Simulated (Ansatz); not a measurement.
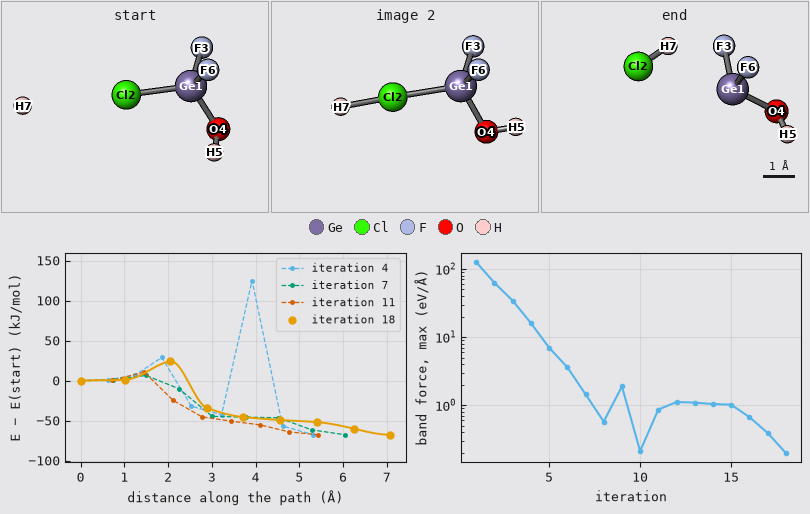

NEB run on GeH2OClF2 (multiplicity 2), made up at the start of GeHOClF2 and H. Images are numbered from 0 (start) to 8 (end). The plot follows the band through its iterations. The picture is a ball-and-stick view, seen face on.

These are results of UKS PBE/def2-SVP (Ansatz), not measurements. Settings: 7 movable images; climbing image; force threshold 0.2 eV/Å; iteration limit 60; starting path through a guess of the saddle point.

> Judge this run.

The run met only a loose threshold, so the barrier can't be trusted yet. The band converged in 18 iterations. The largest component of the band force went from 130 to 0.2 eV/Å. The climbing image converged on the top of the path. Its curvatures weren't checked. The force threshold is so loose that the height of the top is at best an upper bound. The first iteration put the highest image at 2485.0 kJ/mol. The highest point, image 2, lies 24.1 kJ/mol above the start and 91.7 kJ/mol above the end; the end is at −67.6 kJ/mol relative to the start.

Limits of the set-up: the start holds two separate molecules, 3.4 Å apart at their closest, whose relative position is a soft coordinate and is computed without a dispersion correction.

The run took 82 s on 4 threads of AMD EPYC 9R45 96-Core Processor (Zen 5), with other jobs on the host, peak memory 0.21 GiB.
